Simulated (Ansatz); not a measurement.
# U-wB97X/def2-SVP run of CH2F3Si (SMILES [CH2][Si](F)(F)F)

What is the vertical ionisation energy of CH2F3Si at U-wB97X/def2-SVP? 

Program for the calculation: Ansatz 0.2.0.

64 further runs of the same task are left out: 64 set aside as unsound or not needed.

### Step 1. The system as given

The species is CH2F3Si (7 atoms), meant as a doublet with charge 0. SMILES: `[CH2][Si](F)(F)F`. The coordinates come from a PBE0-D4/def2-TZVP relaxation.

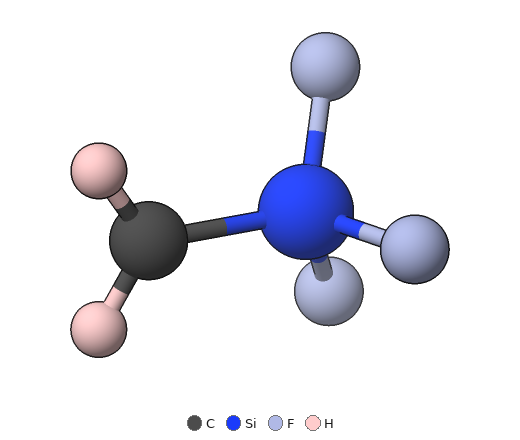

The structure, seen from a chosen angle (carbon dark grey, silicon blue, fluorine light blue, hydrogen pink).

### Step 2. A single-point energy at U-wB97X/def2-SVP

Contents of run.yaml:

```yaml
crystal:
  periodic: [false, false, false]
  atoms:
    - {symbol: C, position_ang: [-0.691800, 0.401700, 0.763500]}
    - {symbol: Si, position_ang: [0.442900, -0.260900, -0.483500]}
    - {symbol: F, position_ang: [0.009400, 0.178500, -1.934200]}
    - {symbol: F, position_ang: [0.495400, -1.838000, -0.481100]}
    - {symbol: F, position_ang: [1.916900, 0.241300, -0.236600]}
    - {symbol: H, position_ang: [-1.731100, 0.616200, 0.542200]}
    - {symbol: H, position_ang: [-0.380400, 0.593100, 1.784100]}
basis:
  gaussian:
    orbitals: def2-SVP
magnetization:
  spin_polarized: true
  initial_magnetization: 1
hamiltonian:
  xc: {name: wB97X}
accuracy: high
output:
  orbitals: {seedname: orbitals}
```

Launch:

```
$ ansatz run run.yaml --threads 1 --pin off --max-ram 3480MiB --events-out events.jsonl --progress --plain --runs-dir runs
```

The program printed:

```text
Warning: RAYON_NUM_THREADS=1 ignored (pool sized by the plan → 1); use --threads N
Functional definition: wB97X
  name "wB97X"
  parameter omega = 0.3/bohr
  parameter cx = 0.157706
  parameter cx1 = 0.726479
  parameter cx2 = 1.04760
  parameter cx3 = -5.70635
  parameter cx4 = 13.2794
  parameter css1 = -4.33879
  parameter css2 = 18.2308
  parameter css3 = -31.7430
  parameter css4 = 17.2901
  parameter cos1 = 2.37031
  parameter cos2 = -11.3995
  parameter cos3 = 6.58405
  parameter cos4 = -3.78132
  exchange = spin_sum(e_x_unif_sr(omega)*poly(b97_u_x, 1 - cx, cx1, cx2, cx3, cx4)) + cx*exact_x_sr(omega)
      + exact_x_lr(omega)
  correlation = spin_sum(e_c_pw_same_spin*poly(b97_u_same, 1, css1, css2, css3, css4))
      + integral(e_c_pw_opposite_spin*poly(b97_u_opposite, 1, cos1, cos2, cos3, cos4))
1745 factors; integrals over basis functions are off by at most 4.0e-9 eV
317 factors; integrals over basis functions are off by at most 2.0e-9 eV
mean field evaluation 1: about -17085.6759 eV, gradient 3.3e1 eV
mean field evaluation 2: about -17086.3676 eV, gradient 3.3e1 eV
mean field evaluation 4: about -17089.3391 eV, gradient 6.7e-1 eV
mean field evaluation 8: about -17089.4533 eV, gradient 4.4e-2 eV
mean field evaluation 16: about -17089.4533 eV, gradient 7.2e-5 eV
mean field -17089.45328226 eV, -628.0258244758 hartree, gradient 5.0e-8 eV, S^2 0.753408; 0 other end points of the search recorded, 0 dependent functions left out
reference -17089.45327979 eV, -628.0258243847 hartree; 25, 24 occupied and 59, 60 virtual orbitals, 1745 factors
Total energy: -17089.45327979 eV, -628.0258243847 hartree
```

Wall time 41 s (1 thread of Arm Neoverse V2, shared host); peak memory 0.79 GiB.

### Step 3. The singlet cation

Contents of input.yaml:

```yaml
basis:
  gaussian:
    orbitals: def2-SVP
crystal:
  periodic: [false, false, false]
  atoms:
    - {symbol: C, position_ang: [-0.691800, 0.401700, 0.763500]}
    - {symbol: Si, position_ang: [0.442900, -0.260900, -0.483500]}
    - {symbol: F, position_ang: [0.009400, 0.178500, -1.934200]}
    - {symbol: F, position_ang: [0.495400, -1.838000, -0.481100]}
    - {symbol: F, position_ang: [1.916900, 0.241300, -0.236600]}
    - {symbol: H, position_ang: [-1.731100, 0.616200, 0.542200]}
    - {symbol: H, position_ang: [-0.380400, 0.593100, 1.784100]}
total_charge: 1
hamiltonian:
  xc: {name: wB97X}
accuracy: high
output: {orbitals: {seedname: orbitals}}
```

Launch:

```
$ ansatz run input.yaml --threads 1 --pin off --max-ram 3480MiB --events-out events.jsonl --progress --plain --runs-dir runs
```

The program printed, cut to the lines that bear on the results:

```text
Warning: RAYON_NUM_THREADS=1 ignored (pool sized by the plan → 1); use --threads N
[... 2 set-up lines as earlier in the session ...]
[...]
      + exact_x_lr(omega)
[...]
      + integral(e_c_pw_opposite_spin*poly(b97_u_opposite, 1, cos1, cos2, cos3, cos4))
1745 factors; integrals over basis functions are off by at most 4.0e-9 eV
317 factors; integrals over basis functions are off by at most 2.0e-9 eV
[...]
mean field -17078.63141017 eV, -627.6281280118 hartree, gradient 3.5e-8 eV, S^2 0.000000; 0 other end points of the search recorded, 0 dependent functions left out
reference -17078.63140770 eV, -627.6281279209 hartree; 24, 24 occupied and 60, 60 virtual orbitals, 1745 factors
Total energy: -17078.63140770 eV, -627.6281279209 hartree
```

Wall time 22 s (1 thread of Arm Neoverse V2, shared host); peak memory 0.46 GiB.

### Step 4. Results

Level: U-wB97X/def2-SVP.

| quantity | value |
| --- | --- |
| doublet CH2F3Si: total energy | -628.02582 Eh |
| doublet CH2F3Si: HOMO energy (highest over α and β) | -10.48 eV |
| doublet CH2F3Si: LUMO energy (lowest over α and β) | -1.04 eV |
| doublet CH2F3Si: ⟨S²⟩ | 0.753 |
| singlet cation: total energy | -627.62813 Eh |
| singlet cation: HOMO energy | -19.90 eV |
| singlet cation: LUMO energy | -10.92 eV |
| singlet cation: HOMO–LUMO gap | 8.97 eV |
| vertical ionisation energy (to the singlet cation) | 10.822 eV |

In words: Removing an electron at fixed nuclei costs 10.82 eV (250 kcal/mol). Only the singlet of the ionised species was computed; a triplet could lie lower.
